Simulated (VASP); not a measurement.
Here is the system:

```yaml
crystal:
  lattice:
    - [3.95146, 0.00000, 0.00000]
    - [0.00000, 3.95146, 0.00000]
    - [0.00000, 0.00000, 3.95146]
  atoms:
    - { symbol: Ba, position: [0.50000, 0.50000, 0.50000] }
    - { symbol: Ti, position: [0.00000, 0.00000, 0.00000] }
    - { symbol: O, position: [0.50000, 0.00000, 0.00000] }
    - { symbol: O, position: [0.00000, 0.50000, 0.00000] }
    - { symbol: O, position: [0.00000, 0.00000, 0.50000] }
```

Computed with LDA (Ceperley-Alder, Perdew-Zunger), VASP's LDA PAW potentials (set 64) (plane waves; VASP). Settings: 520 eV cut-off, 6×6×6 Γ-centred mesh, tetrahedra with Blöchl corrections, potentials Ba_sv Ti_sv O.

Unless said otherwise, spin-orbit coupling is left out, though it shifts the bands of the heavy elements here.

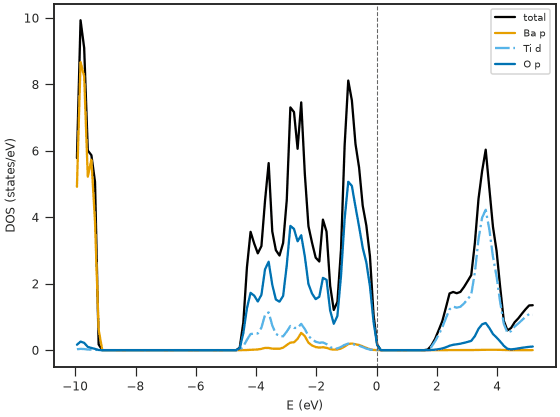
Figure: Total and projected density of states, zero at the valence-band maximum

Within 2 eV below the valence-band maximum the largest weight inside VASP's projection spheres is O p.

The gap is indirect, 1.73 eV, from the valence maximum at R to the conduction minimum at Γ.

The structure comes from a computed database's BaTiO3 entry (Pm-3m); how it stands against other phases isn't given here. It was relaxed first.
